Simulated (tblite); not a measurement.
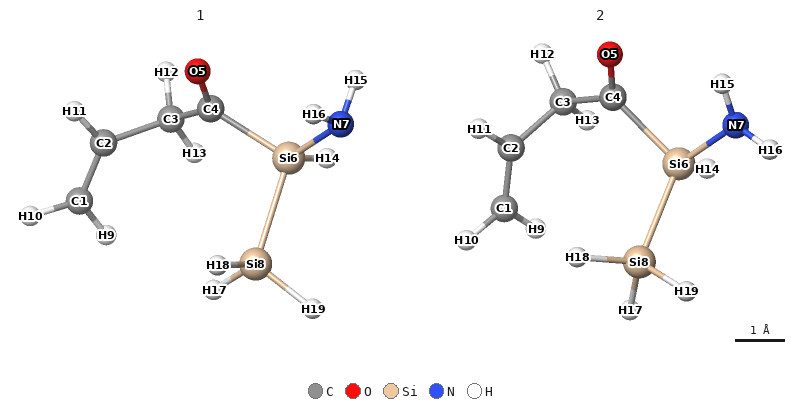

Two geometries of C4H11NOSi2, drawn at one scale. One is the start of a relaxation, the other its converged end. Style: ball-and-stick. Shown at a tilt.

Theory: GFN2-xTB geometry optimisation, gas phase in tblite. 

Which geometry has the lower energy?

Answer. Structure 2 is the relaxed one. The energy falls by 28.3 kJ/mol in 223 geometry steps. The largest move after the best rigid fit is that of H16, 1.52 Å. Largest moves by element: H 1.52 Å, C 0.53 Å, O 0.46 Å, N 0.38 Å, Si 0.36 Å. Among the contacts that change: Si8–H17 1.494 → 1.466 Å, C1–H10 1.098 → 1.076 Å, C4–Si6 1.900 → 1.920 Å, C2–C3 1.512 → 1.495 Å. Bond angles that change, for instance: Si6–N7–H16 107.3° → 122.7°, C4–Si6–N7 112.0° → 100.7°, Si6–N7–H15 108.3° → 118.2°. Groups turn about Si6–Si8 by about 40°, C3–C4 by about 35°.
